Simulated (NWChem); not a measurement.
# C2H8OSi2 (SMILES O[SiH2]/C=C/[SiH3]): levels of theory compared

We compute a comparison of 3 runs (HF/def2-SVP, B3LYP/6-31G, PBE0/def2-SVP) of C2H8OSi2. 

Program for the calculation: NWChem 7.3.0.

## (1) Starting point

C2H8OSi2: 13 atoms, total charge 0, spin state singlet. As SMILES, `O[SiH2]/C=C/[SiH3]`. The shape is that of a PBE0-D4/def2-TZVP optimisation. This is one conformer, not always the lowest.

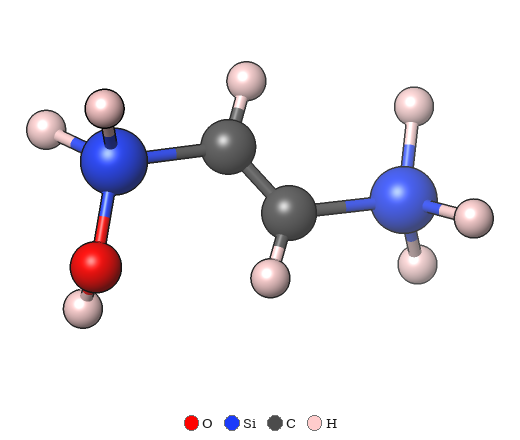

Viewed from a chosen angle; oxygen red, silicon blue, carbon dark grey, hydrogen pink.

## (2) Energy and gradient at HF/def2-SVP (run 1)

The input, c2h8osi2.nw:

```
start c2h8osi2
memory total 2200 mb

geometry units angstrom noautosym nocenter noautoz
O     -2.380500    -0.692500     1.154200
Si    -2.093800     0.307500    -0.124100
C     -0.271400     0.427300    -0.486200
C      0.664600    -0.138000     0.284300
Si     2.492400    -0.035200    -0.060000
H     -2.322400    -1.635900     0.999700
H     -2.639000     1.632500     0.260100
H     -2.794500    -0.173200    -1.349500
H      0.047200     0.982800    -1.370800
H      0.334900    -0.684700     1.169700
H      3.072800    -1.396200    -0.224100
H      3.204700     0.624400     1.068000
H      2.705400     0.746400    -1.306500
end

basis spherical bse
O library def2-SVP
Si library def2-SVP
C library def2-SVP
H library def2-SVP
end

scf
nopen 0
rhf
thresh 1e-08
maxiter 80
end

task scf gradient
```

The run is started by

```console
$ nwchem c2h8osi2.nw > c2h8osi2.out
```

What it wrote:

```text
[...]
  functions       =   118
[...]
  wavefunction    = RHF
[...]
         Total SCF energy =   -732.841337055356
      One-electron energy =  -1539.998881043060
      Two-electron energy =    541.957100565328
 Nuclear repulsion energy =    265.200443422376
        Time for solution =     24.6s
[...]
                         RHF ENERGY GRADIENTS
    atom               coordinates                        gradient
                 x          y          z           x          y          z
   1 O      -4.498493  -1.308635   2.181122   -0.001135   0.019923   0.002313
   2 Si     -3.956708   0.581091  -0.234515    0.009350  -0.007612   0.001921
   3 C      -0.512872   0.807480  -0.918785   -0.008365   0.001651  -0.000429
   4 C       1.255912  -0.260782   0.537249    0.008973  -0.000761   0.000009
   5 Si      4.709953  -0.066518  -0.113384   -0.009342  -0.000452   0.001187
   6 H      -4.388700  -3.091403   1.889159    0.001378  -0.014525  -0.004537
   7 H      -4.986987   3.084978   0.491518   -0.000940   0.002027   0.001839
   8 H      -5.280839  -0.327301  -2.550185   -0.000930  -0.000394  -0.002377
   9 H       0.089195   1.857223  -2.590436    0.000658   0.000855  -0.001316
  10 H       0.632869  -1.293895   2.210412   -0.000480  -0.000915   0.001567
  11 H       5.806750  -2.638435  -0.423488    0.000505  -0.001500  -0.000028
[...]
```

It took 30 s on 1 thread of Intel Xeon Platinum 8375C at 2.90GHz (Ice Lake), shared host; peak memory 0.1 GiB.

## (3) Energy and gradient at B3LYP/6-31G (run 2)

The input, mymol.nw:

```
start mymol
memory 2200 mb
charge 0
geometry units angstroms noautosym nocenter noautoz
  O    -2.380500   -0.692500    1.154200
  Si   -2.093800    0.307500   -0.124100
  C    -0.271400    0.427300   -0.486200
  C     0.664600   -0.138000    0.284300
  Si    2.492400   -0.035200   -0.060000
  H    -2.322400   -1.635900    0.999700
  H    -2.639000    1.632500    0.260100
  H    -2.794500   -0.173200   -1.349500
  H     0.047200    0.982800   -1.370800
  H     0.334900   -0.684700    1.169700
  H     3.072800   -1.396200   -0.224100
  H     3.204700    0.624400    1.068000
  H     2.705400    0.746400   -1.306500
end
basis "ao basis" spherical bse
  * library 6-31G
end
dft
  xc b3lyp
  grid xfine
  convergence energy 1e-08
  maxiter 100
  mulliken
  noprint "final vectors analysis"
end
task dft gradient
```

The run is started by

```console
$ nwchem mymol.nw > mymol.out
```

What it wrote, shortened:

```text
[...]
          Wavefunction type:  closed shell.
          No. of atoms     :    13
          No. of electrons :    56
[...]
          Charge           :     0
          Spin multiplicity:     1
[...]
          AO basis - number of functions:    69
[...]
              XC Information
              --------------
                         B3LYP Method XC Potential
                     Hartree-Fock (Exact) Exchange  0.200
                        Slater Exchange Functional  0.800 local
                    Becke 1988 Exchange Functional  0.720 non-local
              Lee-Yang-Parr Correlation Functional  0.810
                  VWN I RPA Correlation Functional  0.190 local
[...]
 d= 0,ls=0.0,diis     1   -735.0423987812 -1.00D+03  1.87D-02  5.99D-01     5.0
[...]
 d= 0,ls=0.0,diis    10   -735.1188005400 -3.34D-09  5.60D-07  2.28D-09    39.4
         Total DFT energy =     -735.118800540041
      One electron energy =    -1540.414730148959
           Coulomb energy =      604.432933279935
    Exchange-Corr. energy =      -64.337447093392
 Nuclear repulsion energy =      265.200443422376
[...]
      Total Density - Mulliken Population Analysis
     ---------------------------------------------
[...]
  wavefunction    = closed shell
                         DFT ENERGY GRADIENTS
    atom               coordinates                        gradient
                 x          y          z           x          y          z
   1 O      -4.498493  -1.308635   2.181122    0.007322   0.024568  -0.034269
   2 Si     -3.956708   0.581091  -0.234515    0.000041  -0.038609   0.035041
   3 C      -0.512872   0.807480  -0.918785   -0.004675  -0.005063   0.009428
   4 C       1.255912  -0.260782   0.537249    0.004675   0.005203  -0.008541
   5 Si      4.709953  -0.066518  -0.113384   -0.007985   0.000483  -0.000477
   6 H      -4.388700  -3.091403   1.889159    0.001630   0.016111  -0.007559
   7 H      -4.986987   3.084978   0.491518    0.002268  -0.004462  -0.000989
   8 H      -5.280839  -0.327301  -2.550185    0.003276   0.002045   0.005953
   9 H       0.089195   1.857223  -2.590436    0.002207  -0.000767   0.001090
  10 H       0.632869  -1.293895   2.210412   -0.001104   0.000786  -0.001232
  11 H       5.806750  -2.638435  -0.423488   -0.002954   0.004851   0.000943
[...]
```

It took 48 s on 1 thread of Intel Xeon Platinum 8375C at 2.90GHz (Ice Lake), shared host; peak memory 0.15 GiB.

## (4) Energy and gradient at PBE0/def2-SVP (run 3)

The input, test.nw:

```
echo
start test
title "C2H8OSi2"
memory 2200 mb

geometry noautosym nocenter noautoz
   O    -2.380500   -0.692500    1.154200
   Si   -2.093800    0.307500   -0.124100
   C    -0.271400    0.427300   -0.486200
   C     0.664600   -0.138000    0.284300
   Si    2.492400   -0.035200   -0.060000
   H    -2.322400   -1.635900    0.999700
   H    -2.639000    1.632500    0.260100
   H    -2.794500   -0.173200   -1.349500
   H     0.047200    0.982800   -1.370800
   H     0.334900   -0.684700    1.169700
   H     3.072800   -1.396200   -0.224100
   H     3.204700    0.624400    1.068000
   H     2.705400    0.746400   -1.306500
end

basis spherical bse
   * library def2-SVP
end

dft
   xc pbe0
   mult 1
   grid fine
   convergence energy 1e-08
   iterations 100
   mulliken
end

task dft gradient
```

The run is started by

```console
$ nwchem test.nw > test.out
```

What it wrote, shortened:

```text
[...]
          Wavefunction type:  closed shell.
          No. of atoms     :    13
          No. of electrons :    56
[...]
          Charge           :     0
          Spin multiplicity:     1
[...]
          AO basis - number of functions:   118
[...]
              XC Information
              --------------
                         PBE0 Method XC Functional
                     Hartree-Fock (Exact) Exchange  0.250
          PerdewBurkeErnzerhof Exchange Functional  0.750
            Perdew 1991 LDA Correlation Functional  1.000 local
           PerdewBurkeErnz. Correlation Functional  1.000 non-local
[...]
 d= 0,ls=0.0,diis     1   -734.4464467556 -1.00D+03  9.04D-03  5.78D-01     3.8
[...]
 d= 0,ls=0.0,diis    10   -734.5143659069 -8.88D-09  3.39D-07  2.64D-09    30.6
         Total DFT energy =     -734.514365906947
      One electron energy =    -1540.744289554211
           Coulomb energy =      604.873080208775
    Exchange-Corr. energy =      -63.843599983886
 Nuclear repulsion energy =      265.200443422376
[...]
      Total Density - Mulliken Population Analysis
     ---------------------------------------------
[...]
  wavefunction    = closed shell
                         DFT ENERGY GRADIENTS
    atom               coordinates                        gradient
                 x          y          z           x          y          z
   1 O      -4.498493  -1.308635   2.181122    0.001757   0.004676  -0.010078
   2 Si     -3.956708   0.581091  -0.234515    0.000760  -0.005877   0.006396
   3 C      -0.512872   0.807480  -0.918785    0.004511  -0.001229   0.001776
   4 C       1.255912  -0.260782   0.537249   -0.004553   0.000954  -0.001174
   5 Si      4.709953  -0.066518  -0.113384   -0.001232   0.000148  -0.000299
   6 H      -4.388700  -3.091403   1.889159   -0.000304   0.003220   0.000251
   7 H      -4.986987   3.084978   0.491518    0.000869  -0.002428  -0.000204
   8 H      -5.280839  -0.327301  -2.550185    0.001328   0.000569   0.002650
   9 H       0.089195   1.857223  -2.590436   -0.001486  -0.003167   0.005017
  10 H       0.632869  -1.293895   2.210412    0.002096   0.003244  -0.004983
  11 H       5.806750  -2.638435  -0.423488   -0.001410   0.002616   0.000379
[...]
```

Run time: 38 s. Hardware: 1 thread of Intel Xeon Platinum 8375C at 2.90GHz (Ice Lake), shared host; peak memory 0.13 GiB.

## (5) The series

| run | level | iteration cap | module | energy (Eh) | dipole moment (D) | HOMO energy (eV) | LUMO energy (eV) | wall time |
| --- | --- | --- | --- | --- | --- | --- | --- | --- |
| 1 | HF/def2-SVP | 80 | scf | -732.841337 | 1.43 | -10.44 | 2.97 | 30 s |
| 2 | B3LYP/6-31G | 100 | dft | -735.118801 | 1.71 | – | – | 48 s |
| 3 | PBE0/def2-SVP | 100 | dft | -734.514366 | 1.31 | -7.97 | -0.81 | 38 s |

## (6) Outcome

| quantity | value |
| --- | --- |
| run 3: total energy | -734.51437 Eh |
| run 3: dipole moment | 1.31 D |
| run 3: HOMO energy | -7.97 eV |
| run 3: LUMO energy | -0.81 eV |
| run 3: HOMO–LUMO gap | 7.16 eV |
| run 3: largest force on an atom | 0.578 eV/Å |

What this shows: The dipole moment (its size) runs from 1.31 D (PBE0/def2-SVP) to 1.71 D (B3LYP/6-31G). The two ends differ in method and basis. Totals of different functionals can't be ranked against each other. All runs together took 1.9 min, the longest 48 s.
